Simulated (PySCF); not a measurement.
# Si2H5Cl: a tour of settings

Aim: see how Si2H5Cl (`[SiH3][SiH2]Cl`) answers to the choice of functional, basis, grid and SCF options.

The runs use PySCF 2.14.0, with density-fitted response routines of our own; the level of theory stands in each step. All values are computed, except where a source is named. Atoms are numbered from 0 throughout.

## Step 1: Starting geometry

8 atoms, charge 0, multiplicity 1; geometry from: GFN2-xTB.

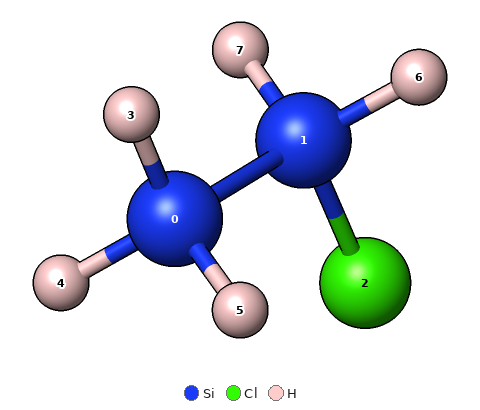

As it starts; silicon blue, chlorine green, hydrogen pink, atoms numbered.

## Step 2: NMR shieldings: PBE0/pcSseg-1

The job: settings as JSON, then the geometry in Å.

```
{"job": {"kind": "nmr", "xc": "PBE0", "basis": "pcSseg-1"}, "charge": 0, "multiplicity": 1}
Si     1.186520     0.141583     0.020917
Si    -1.094839    -0.235176     0.059363
Cl    -2.066867     1.104782    -1.117044
H      1.865707    -0.835698     0.874978
H      1.764148     0.014471    -1.319594
H      1.553572     1.471189     0.514647
H     -1.704302    -0.099245     1.385015
H     -1.494882    -1.552494    -0.442847
```

Level: GIAO PBE0/pcSseg-1 NMR shielding, non-relativistic, gas phase.

The run is started by

```
$ OMP_NUM_THREADS=1 python probes_run.py task.json out
```

This one command runs all jobs of the session in turn.

Output:

```text
coarse grid: 7976 points
cycle   1  E = -1041.7505127657  dE = -3.228e-02  |g| = 2.300e-01  |ddm| = 2.438e+00
cycle   2  E = -1041.7495169382  dE =  9.958e-04  |g| = 2.474e-01  |ddm| = 5.938e-01
cycle   3  E = -1041.7656515163  dE = -1.613e-02  |g| = 1.416e-02  |ddm| = 3.179e-01
cycle   4  E = -1041.7656891199  dE = -3.760e-05  |g| = 3.120e-03  |ddm| = 1.681e-02
cycle   5  E = -1041.7656913759  dE = -2.256e-06  |g| = 1.083e-03  |ddm| = 5.160e-03
final grid: 62464 points
cycle   6  E = -1041.7804459123  dE = -1.095e-05  |g| = 2.772e-03  |ddm| = 8.893e-03
cycle   7  E = -1041.7804460657  dE = -1.534e-07  |g| = 1.803e-03  |ddm| = 3.775e-03
cycle   8  E = -1041.7804466325  dE = -5.668e-07  |g| = 3.634e-04  |ddm| = 2.356e-03
cycle   9  E = -1041.7804466683  dE = -3.572e-08  |g| = 4.201e-05  |ddm| = 4.692e-04
cycle  10  E = -1041.7804466687  dE = -4.284e-10  |g| = 6.854e-06  |ddm| = 5.781e-05
converged SCF energy = -1041.7804466687

GIAO shielding tensors (ppm)
atom      isotropic    diamagn.    paramagn.     s11        s22        s33       span
  0 Si     463.205     879.825    -416.620    452.971    458.200    478.443     25.472
  1 Si     380.688     877.687    -496.999    320.760    366.373    454.931    134.171
  2 Cl    1061.790    1148.060     -86.271    987.085   1091.695   1106.589    119.504
  3 H       28.352      28.828      -0.477     25.115     25.744     34.195      9.080
  4 H       28.111      28.780      -0.669     24.896     26.063     33.376      8.480
  5 H       28.114      28.785      -0.671     24.897     26.065     33.379      8.481
  6 H       26.325      28.116      -1.791     22.129     25.085     31.761      9.632
  7 H       26.324      28.113      -1.789     22.128     25.085     31.759      9.631
```

It took 5 s on 1 thread of Intel Xeon Platinum 8488C, shared host.

Shifts follow as δ = σ(reference) − σ, with reference shieldings (ppm) from runs at the same level and on the same kind of geometry: 1H TMS 31.72, 29Si TMS 349.2, 35Cl HCl 950. The references are single molecules in the gas phase. Atoms listed in one row are averaged.

```
     atoms                             environment  σ (ppm)  δ (ppm)
    H6, H7  hydrogen on a silicon bonded to Cl, Si    26.32     5.39
H3, H4, H5      hydrogen on a silicon bonded to Si    28.19     3.52
       Si1           silicon bonded to Cl, Si, 2 H    380.7    -31.5
       Si0               silicon bonded to Si, 3 H    463.2   -114.0
       Cl2                   chlorine bonded to Si     1062     -112
```

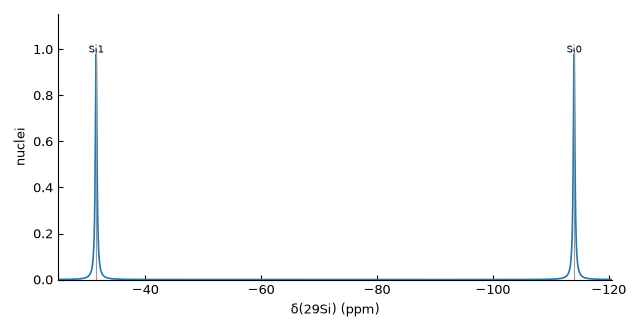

29Si lines at the computed shifts, without couplings. Lines are broadened to a width of 0.33 ppm (Lorentzian).

The run also stored atomic charges by several schemes (e):

```
atoms  Mulliken    IAO  Hirshfeld  ESP fit
  Si0      0.18   0.28       0.22     0.23
  Si1      0.40   0.52       0.26     0.25
  Cl2     -0.32  -0.32      -0.13    -0.19
```

Hirshfeld charges:

```
atom  value (e)
 Si0       0.22
 Si1       0.26
 Cl2      -0.13
  H3      -0.07
  H4      -0.07
  H5      -0.07
  H6      -0.07
  H7      -0.07
```

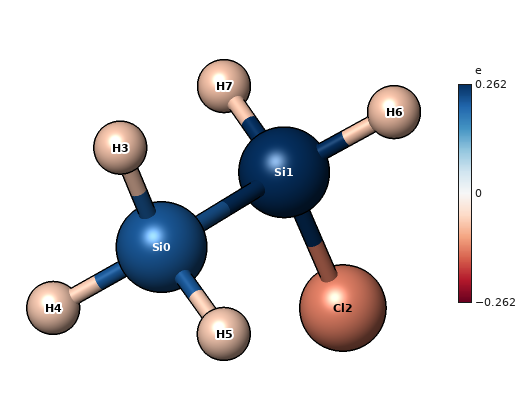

Hirshfeld charges, as colours on the atoms.

Mayer bond orders: Si0–Si1 0.91, Si1–Cl2 0.94.

## Step 3: TDDFT and polarisability: PBE0/def2-SVPD

The job, as its differences from that of step 2:

```diff
@@ -1,2 +1,2 @@
-{"job": {"kind": "nmr", "xc": "PBE0", "basis": "pcSseg-1"}, "charge": 0, "multiplicity": 1}
+{"job": {"kind": "uv", "xc": "PBE0", "basis": "def2-SVPD", "nstates": 6, "ntriplets": 2}, "charge": 0, "multiplicity": 1}
 Si     1.186520     0.141583     0.020917
```

Level: TDDFT PBE0/def2-SVPD, vertical, gas phase, core orbitals frozen in the response.

Output:

```text
coarse grid: 7976 points
cycle   1  E = -1041.3746739557  dE = -4.786e-02  |g| = 2.050e-01  |ddm| = 3.039e+00
cycle   2  E = -1041.3736110433  dE =  1.063e-03  |g| = 2.131e-01  |ddm| = 6.336e-01
cycle   3  E = -1041.3876481906  dE = -1.404e-02  |g| = 1.640e-02  |ddm| = 3.373e-01
cycle   4  E = -1041.3877358350  dE = -8.764e-05  |g| = 4.398e-03  |ddm| = 3.801e-02
cycle   5  E = -1041.3877417832  dE = -5.948e-06  |g| = 7.878e-04  |ddm| = 9.081e-03
final grid: 62464 points
cycle   6  E = -1041.5033331374  dE = -5.307e-06  |g| = 1.052e-03  |ddm| = 2.360e-02
cycle   7  E = -1041.5033331858  dE = -4.838e-08  |g| = 1.006e-03  |ddm| = 3.578e-03
cycle   8  E = -1041.5033334809  dE = -2.951e-07  |g| = 8.714e-05  |ddm| = 1.575e-03
cycle   9  E = -1041.5033334837  dE = -2.818e-09  |g| = 2.789e-05  |ddm| = 2.051e-04
cycle  10  E = -1041.5033334840  dE = -3.029e-10  |g| = 4.436e-06  |ddm| = 5.453e-05
converged SCF energy = -1041.5033334840

Static polarisability (au): isotropic 70.932, principal 60.707 67.886 84.203

Singlet excitations
state   eV       nm        f      main configurations
  1   6.4539    192.1   0.01222   H->L 0.98
  2   6.8955    179.8   0.00170   H-1->L 0.98
  3   7.1781    172.7   0.01877   H->L+1 0.95
  4   7.5636    163.9   0.08051   H->L+2 0.80, H->L+3 0.10
  5   7.7319    160.4   0.03889   H->L+3 0.60, H-1->L+1 0.34
  6   7.8453    158.0   0.11991   H-1->L+1 0.55, H->L+3 0.24, H->L+2 0.10

Triplet excitations (Tamm-Dancoff, eV): 5.7661 6.2664
```

Wall time 4.6 s (1 thread of Intel Xeon Platinum 8488C, shared host).

The orbitals next to the gap, with their largest atomic shares:

```
orbital      eV                         atoms
 HOMO−3  -10.06    Si0 39 %, H3 23 %, H4 11 %
 HOMO−2  -10.03    Si0 39 %, H5 22 %, H4 22 %
 HOMO−1   -8.96   Cl2 58 %, Si1 19 %, H6 10 %
   HOMO   -8.43  Cl2 36 %, Si0 23 %, Si1 23 %
   LUMO   -0.64  Si1 34 %, Si0 22 %, Cl2 19 %
 LUMO+1   -0.08    Si0 32 %, Si1 32 %, H4 8 %
 LUMO+2    0.22  Si0 26 %, Si1 24 %, Cl2 11 %
```

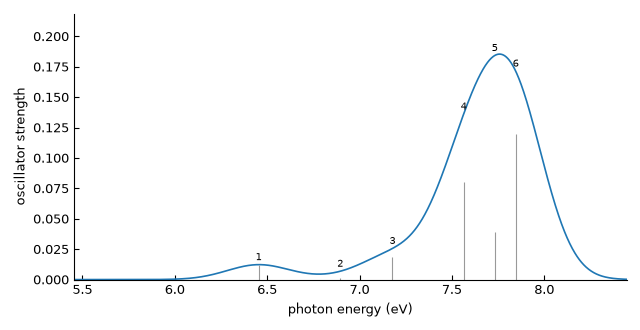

Absorption spectrum from the 6 singlet states computed; above the last one it falls off for lack of states. Lines are broadened to a width of 0.40 eV (Gaussian).

Ground-state properties from the same run:

```
           property  computed
  dipole moment (D)      1.39
polarisability (Å³)     10.51
 HOMO–LUMO gap (eV)      7.79
      −ε(HOMO) (eV)      8.43
```

## Step 4: Indirect couplings: OPBE/IGLO-II

The job, as its differences from that of step 3:

```diff
@@ -1,2 +1,2 @@
-{"job": {"kind": "uv", "xc": "PBE0", "basis": "def2-SVPD", "nstates": 6, "ntriplets": 2}, "charge": 0, "multiplicity": 1}
+{"job": {"kind": "j", "xc": "OPBE", "basis": "IGLO-II", "scf": {"aux": "def2-qzvpp-jkfit"}}, "charge": 0, "multiplicity": 1}
 Si     1.186520     0.141583     0.020917
```

With the program's defaults for keys left out, this is: OPBE/IGLO-II indirect spin-spin coupling, non-relativistic, gas phase.

Output:

```text
final grid: 62464 points
cycle   1  E = -1042.0441257013  dE = -8.176e-02  |g| = 3.000e-01  |ddm| = 2.164e+00
cycle   2  E = -1042.0400667096  dE =  4.059e-03  |g| = 2.770e-01  |ddm| = 5.749e-01
cycle   3  E = -1042.0572468434  dE = -1.718e-02  |g| = 9.274e-02  |ddm| = 3.817e-01
cycle   4  E = -1042.0594240312  dE = -2.177e-03  |g| = 2.107e-02  |ddm| = 1.041e-01
cycle   5  E = -1042.0595482104  dE = -1.242e-04  |g| = 3.334e-03  |ddm| = 1.884e-02
cycle   6  E = -1042.0595504601  dE = -2.250e-06  |g| = 1.074e-03  |ddm| = 3.678e-03
cycle   7  E = -1042.0595508324  dE = -3.723e-07  |g| = 1.510e-04  |ddm| = 1.465e-03
cycle   8  E = -1042.0595508377  dE = -5.278e-09  |g| = 3.914e-05  |ddm| = 1.926e-04
cycle   9  E = -1042.0595508381  dE = -4.129e-10  |g| = 1.526e-05  |ddm| = 5.214e-05
converged SCF energy = -1042.0595508381

Indirect spin-spin couplings (Hz)
  i      j    bonds     total        FC       PSO       DSO        SD
  0 Si   1 Si   1     75.606    74.922    -1.452     0.037     2.099
  0 Si   3 H    1   -151.416  -151.314     0.369    -0.163    -0.309
  0 Si   4 H    1   -163.546  -163.490     0.435    -0.167    -0.324
  0 Si   5 H    1   -163.490  -163.434     0.436    -0.167    -0.324
  0 Si   6 H    2    -10.197   -10.262    -0.055     0.168    -0.048
  0 Si   7 H    2    -10.181   -10.246    -0.055     0.167    -0.048
  1 Si   3 H    2     -8.413    -8.409    -0.024     0.106    -0.085
  1 Si   4 H    2     -0.041    -0.077    -0.020     0.132    -0.076
  1 Si   5 H    2     -0.035    -0.070    -0.020     0.132    -0.076
  1 Si   6 H    1   -178.183  -178.498     1.030    -0.312    -0.403
  1 Si   7 H    1   -178.117  -178.432     1.029    -0.312    -0.403
  3 H    4 H    2     -8.698    -8.272     1.447    -1.927     0.055
  3 H    5 H    2     -8.699    -8.273     1.447    -1.928     0.055
  3 H    6 H    3     -1.503    -1.403     0.340    -0.450     0.010
  3 H    7 H    3     -1.504    -1.404     0.339    -0.449     0.010
  4 H    5 H    2     -7.801    -7.398     1.414    -1.878     0.060
  4 H    6 H    3      8.851     9.340     1.433    -1.928     0.005
  4 H    7 H    3     -1.122    -1.015     0.354    -0.473     0.012
  5 H    6 H    3     -1.119    -1.012     0.353    -0.472     0.012
  5 H    7 H    3      8.843     9.332     1.433    -1.928     0.005
  6 H    7 H    2     -2.035    -1.719     1.205    -1.602     0.080
```

Run time: 8.4 s. Hardware: 1 thread of Intel Xeon Platinum 8488C, shared host.

A choice of the couplings up to four bonds, sorted by the number of bonds, with means over like pairs; isotopes 1H, 29Si:

```
   pair  bonds  J (Hz)  Fermi contact (Hz)
 Si1–H6      1  -178.1              -178.5
 Si0–H3      1  -159.5              -159.4
Si0–Si1      1    75.6                74.9
 Si0–H6      2   -10.2               -10.3
  H3–H4      2    -8.4                -8.0
 Si1–H3      2    -2.8                -2.9
  H6–H7      2    -2.0                -1.7
  H3–H6      3     2.1                 2.3
```

Means hide unlike values in this fixed geometry: Si1–H3 from -8.4 to 0.0 Hz; H3–H6 from -1.5 to 8.9 Hz. They hold only if the pairs exchange fast.

The response was solved for the nuclei of H, Si alone, so couplings that need other nuclei can be missing.

Quadrupole couplings from the field gradients of the same density:

```
atom  isotope  eQq/h (MHz)     η
 Cl2     35Cl        -41.3  0.03
```

Shifts (PBE0/pcSseg-1, unscaled) and these couplings together give the proton spectrum at 300 MHz below. Couplings to quadrupolar nuclei are left out.

1H NMR δ 5.39 (q, J = 2.1 Hz, 2H), 3.52 (t, J = 2.1 Hz, 3H). The letters are first-order; like nuclei with unlike couplings give more lines.

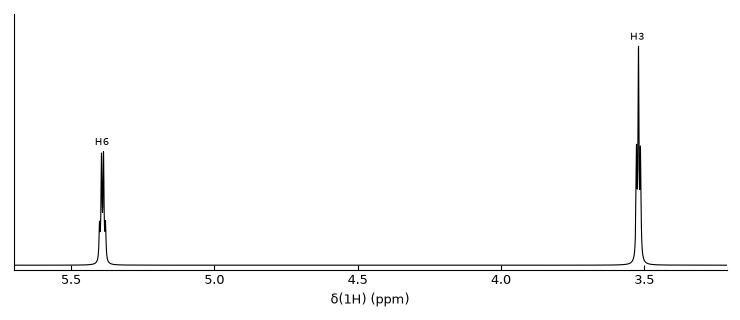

Simulated proton spectrum at 300 MHz, by exact diagonalisation of each spin system; lines 1.2 Hz wide, exchangeable protons uncoupled.

## Step 5: J couplings: wB97X-D/aug-cc-pVDZ

The job, as its differences from that of step 4:

```diff
@@ -1,2 +1,2 @@
-{"job": {"kind": "j", "xc": "OPBE", "basis": "IGLO-II", "scf": {"aux": "def2-qzvpp-jkfit"}}, "charge": 0, "multiplicity": 1}
+{"job": {"kind": "j", "xc": "wB97X-D", "basis": "aug-cc-pVDZ", "scf": {"guess": "1e", "damp": 2.0, "max_cycle": 72}}, "charge": 0, "multiplicity": 1}
 Si     1.186520     0.141583     0.020917
```

Level: wB97X-D/aug-cc-pVDZ indirect spin-spin coupling, non-relativistic, gas phase.

Output:

```text
damping 2.00 in the first 6 cycles
final grid: 62464 points
cycle   1  E = -1001.7000585431  dE =  1.591e+01  |g| = 5.749e+00  |ddm| = 1.227e+02
cycle   2  E = -647.2758146671  dE =  3.544e+02  |g| = 1.011e+01  |ddm| = 1.042e+03
cycle   3  E = -623.6540623957  dE =  2.362e+01  |g| = 9.542e+00  |ddm| = 3.948e+02
cycle   4  E = -131.8316045773  dE =  4.918e+02  |g| = 4.962e+00  |ddm| = 3.725e+02
cycle   5  E = -130.8272708265  dE =  1.004e+00  |g| = 4.452e+00  |ddm| = 8.231e+01
cycle   6  E = -876.0140039821  dE = -7.452e+02  |g| = 5.992e+00  |ddm| = 1.766e+03
cycle   7  E = -709.1142382034  dE =  1.669e+02  |g| = 1.095e+01  |ddm| = 3.139e+02
cycle   8  E = -995.0967020602  dE = -2.860e+02  |g| = 5.376e+00  |ddm| = 1.233e+02
cycle   9  E = -1029.0727855191  dE = -3.398e+01  |g| = 4.181e+00  |ddm| = 1.013e+02
cycle  10  E = -1040.9935343696  dE = -1.192e+01  |g| = 2.014e+00  |ddm| = 3.287e+01
cycle  11  E = -1042.0902735226  dE = -1.097e+00  |g| = 6.476e-01  |ddm| = 1.112e+01
cycle  12  E = -1042.2074391954  dE = -1.172e-01  |g| = 1.607e-01  |ddm| = 2.496e+00
cycle  13  E = -1042.2134990856  dE = -6.060e-03  |g| = 8.627e-02  |ddm| = 5.797e-01
cycle  14  E = -1042.2157065806  dE = -2.207e-03  |g| = 3.513e-02  |ddm| = 1.810e-01
cycle  15  E = -1042.2161512962  dE = -4.447e-04  |g| = 9.894e-03  |ddm| = 1.124e-01
cycle  16  E = -1042.2161868039  dE = -3.551e-05  |g| = 1.154e-03  |ddm| = 3.123e-02
cycle  17  E = -1042.2161874501  dE = -6.461e-07  |g| = 3.149e-04  |ddm| = 5.586e-03
cycle  18  E = -1042.2161874999  dE = -4.987e-08  |g| = 5.592e-05  |ddm| = 1.637e-03
cycle  19  E = -1042.2161875028  dE = -2.907e-09  |g| = 1.567e-05  |ddm| = 5.000e-04
cycle  20  E = -1042.2161875031  dE = -2.406e-10  |g| = 3.985e-06  |ddm| = 1.170e-04
converged SCF energy = -1042.2161875031

Indirect spin-spin couplings (Hz)
  i      j    bonds     total        FC       PSO       DSO        SD
  0 Si   1 Si   1     94.065    92.919    -1.126     0.037     2.236
  0 Si   3 H    1   -142.144  -142.205     0.336    -0.164    -0.111
  0 Si   4 H    1   -151.478  -151.582     0.402    -0.169    -0.130
  0 Si   5 H    1   -151.403  -151.507     0.402    -0.169    -0.130
  0 Si   6 H    2     -9.479    -9.625     0.022     0.167    -0.044
  0 Si   7 H    2     -9.443    -9.588     0.022     0.167    -0.045
  1 Si   3 H    2     -8.591    -8.619    -0.005     0.107    -0.075
  1 Si   4 H    2     -2.741    -2.816     0.013     0.132    -0.071
  1 Si   5 H    2     -2.716    -2.790     0.013     0.132    -0.071
  1 Si   6 H    1   -163.345  -163.672     0.844    -0.309    -0.208
  1 Si   7 H    1   -163.343  -163.670     0.844    -0.309    -0.208
  3 H    4 H    2     -5.281    -4.072     0.645    -1.925     0.071
  3 H    5 H    2     -5.309    -4.099     0.645    -1.926     0.071
  3 H    6 H    3     -1.196    -0.935     0.187    -0.452     0.005
  3 H    7 H    3     -1.191    -0.931     0.187    -0.451     0.005
  4 H    5 H    2     -4.450    -3.281     0.632    -1.875     0.074
  4 H    6 H    3      6.922     8.349     0.490    -1.927     0.009
  4 H    7 H    3     -0.967    -0.686     0.187    -0.475     0.007
  5 H    6 H    3     -0.961    -0.681     0.187    -0.474     0.007
  5 H    7 H    3      6.900     8.327     0.490    -1.927     0.010
  6 H    7 H    2     -0.607     0.394     0.513    -1.601     0.088
```

Wall time 16 s (1 thread of Intel Xeon Platinum 8488C, shared host).

Despite a poor start guess and a damping factor outside the range 0 to 1, the SCF converged in 20 cycles.

This basis has no tight s functions, so the Fermi-contact terms are rough.

This run: J(Si1,H6) -163.3 Hz, J(Si0,H3) -148.3 Hz, J(Si0,Si1) 94.1 Hz (means over like pairs).

## Step 6: Ultraviolet spectrum: OLYP/def2-SVPD

The job, as its differences from that of step 5:

```diff
@@ -1,2 +1,2 @@
-{"job": {"kind": "j", "xc": "wB97X-D", "basis": "aug-cc-pVDZ", "scf": {"guess": "1e", "damp": 2.0, "max_cycle": 72}}, "charge": 0, "multiplicity": 1}
+{"job": {"kind": "uv", "xc": "OLYP", "basis": "def2-SVPD", "nstates": 1, "ntriplets": 2, "tda": true}, "charge": 0, "multiplicity": 1}
 Si     1.186520     0.141583     0.020917
```

Method: TDA OLYP/def2-SVPD, vertical, gas phase, core orbitals frozen in the response.

Output:

```text
coarse grid: 7976 points
cycle   1  E = -1041.7524482718  dE = -3.785e-02  |g| = 2.400e-01  |ddm| = 3.319e+00
cycle   2  E = -1041.7418829056  dE =  1.057e-02  |g| = 3.083e-01  |ddm| = 8.309e-01
cycle   3  E = -1041.7707207912  dE = -2.884e-02  |g| = 4.585e-02  |ddm| = 4.990e-01
cycle   4  E = -1041.7715457797  dE = -8.250e-04  |g| = 1.115e-02  |ddm| = 1.029e-01
cycle   5  E = -1041.7715874486  dE = -4.167e-05  |g| = 2.028e-03  |ddm| = 2.101e-02
cycle   6  E = -1041.7715888572  dE = -1.409e-06  |g| = 5.984e-04  |ddm| = 4.635e-03
final grid: 62464 points
cycle   7  E = -1041.9075214076  dE = -1.720e-05  |g| = 8.672e-03  |ddm| = 6.381e-02
cycle   8  E = -1041.9075060621  dE =  1.535e-05  |g| = 1.082e-02  |ddm| = 3.157e-02
cycle   9  E = -1041.9075412529  dE = -3.519e-05  |g| = 1.086e-03  |ddm| = 1.889e-02
cycle  10  E = -1041.9075416960  dE = -4.430e-07  |g| = 2.212e-04  |ddm| = 1.996e-03
cycle  11  E = -1041.9075417144  dE = -1.847e-08  |g| = 4.200e-05  |ddm| = 4.458e-04
cycle  12  E = -1041.9075417152  dE = -7.585e-10  |g| = 6.311e-06  |ddm| = 8.632e-05
converged SCF energy = -1041.9075417152

Static polarisability (au): isotropic 72.098, principal 61.138 68.795 86.363

Singlet excitations
state   eV       nm        f      main configurations
  1   6.0860    203.7   0.01192   H->L 0.97

Triplet excitations (Tamm-Dancoff, eV): 5.5608 6.0687
```

Wall time 5.2 s (1 thread of Intel Xeon Platinum 8488C, shared host).

This run: HOMO -7.12 eV, LUMO -1.27 eV; lowest singlet 6.09 eV.

## Step 7: Side by side: electronic excitations

Excitations and ground-state properties, with basis size and wall time:

```
           run  lowest singlet (eV)  brightest (eV)      f  gap (eV)  α (Å³)  μ (D)  functions   time
PBE0/def2-SVPD                 6.45            7.85  0.120      7.79   10.51   1.39        115  4.6 s
OLYP/def2-SVPD                 6.09            6.09  0.012      5.86   10.68   1.33        115  5.2 s
```

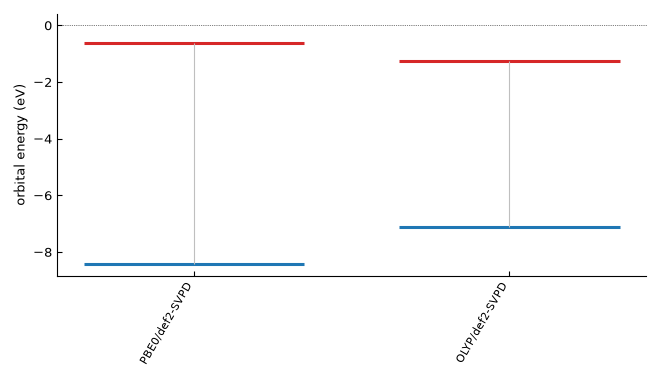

HOMO (blue) and LUMO (red) run by run.

## Step 8: Side by side: spin-spin couplings

Couplings (Hz), each a mean over the pairs like the one named, with basis size and wall time:

```
                run  Si1–H6  Si0–H3  Si0–Si1  Si0–H6  H3–H4  Si1–H3  H3–H6  functions   time
       OPBE/IGLO-II  -178.1  -159.5     75.6   -10.2   -8.4    -2.8    2.1        135  8.4 s
wB97X-D/aug-cc-pVDZ  -163.3  -148.3     94.1    -9.5   -5.0    -4.7    1.6        126   16 s
```

## Step 9: Results

| quantity | value |
| --- | --- |
| 1H shifts against TMS (PBE0/pcSseg-1, means over atoms taken as alike) | 5.39, 3.52 ppm |
| 29Si shifts against TMS (PBE0/pcSseg-1) | -31.5, -114.0 ppm |
| 35Cl shifts against HCl (PBE0/pcSseg-1) | -112 ppm |
| lowest singlet (PBE0/def2-SVPD) | 6.45 eV (192 nm), f = 0.012 |
| brightest single state of those computed | state 6, 7.85 eV, f = 0.120 |
| lowest triplet | 5.77 eV |
| largest coupling of the table (OPBE/IGLO-II) | 1J(Si,H) Si1–H6, -178.1 Hz (mean over like pairs) |
| range of the lowest singlet | 6.09 to 6.45 eV |
| range of J(Si1,H6), mean over like pairs | -178.1 to -163.3 Hz |

What this shows: Single values in the summary come from the first sound run of each kind (PBE0/pcSseg-1; PBE0/def2-SVPD; OPBE/IGLO-II), which need not be the best level. At PBE0/pcSseg-1: The widest tensor belongs to Si1: span 134 ppm, with a paramagnetic part of -497 ppm. The first singlet state (HOMO→LUMO 0.98) lies at 6.45 eV and is weak; of the 6 states computed, the strongest absorption comes from state 6 at 7.85 eV (the last computed, so partners may be missing). The lowest triplet lies 0.69 eV below the lowest singlet (triplets in Tamm-Dancoff, singlets in full TDDFT). In the run at OPBE/IGLO-II, the largest coupling of the table is Si1–H6 (mean over like pairs), -178.1 Hz, of which the Fermi-contact term gives -178.5 Hz. The lowest singlet runs from 6.09 eV (OLYP/def2-SVPD) to 6.45 eV (PBE0/def2-SVPD), while the orbital gap spans 5.86 to 7.79 eV: the excitation energy moves far less from run to run than the orbital gap does. Some runs use the Tamm-Dancoff approximation and others full TDDFT, which shifts states apart from functional and basis. The lowest state need not be the same one in every run. The runs solved for a few states only, so the brightest column depends on that window. The coupling Si1–H6, as a mean over pairs of its kind, runs from -178.1 Hz (OPBE/IGLO-II) to -163.3 Hz (wB97X-D/aug-cc-pVDZ). Couplings from bases without tight functions are rough.
